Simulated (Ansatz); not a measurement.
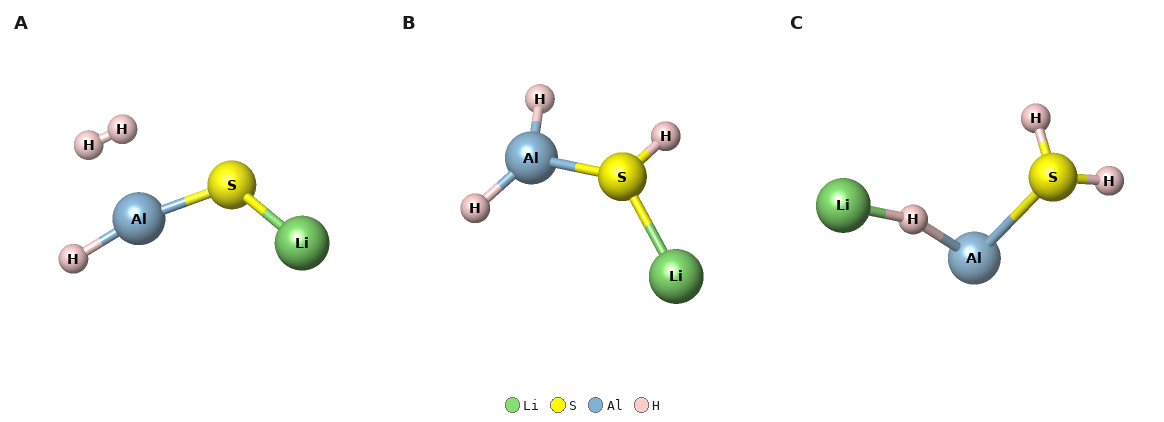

3 stationary structures of one formula. The species has charge +1 and is a spin singlet. Geometries: PBE0-D4/def2-TZVP. Electronic energies: PBE-D4/def2-TZVPP (Ansatz 0.2.0), without zero-point energy. No frequency run is at hand to confirm each as a minimum.

> Which structure is the most stable?

B is lowest (C1); A lies 10.7 kcal/mol above it, C lies 33.9 kcal/mol above it (C1).
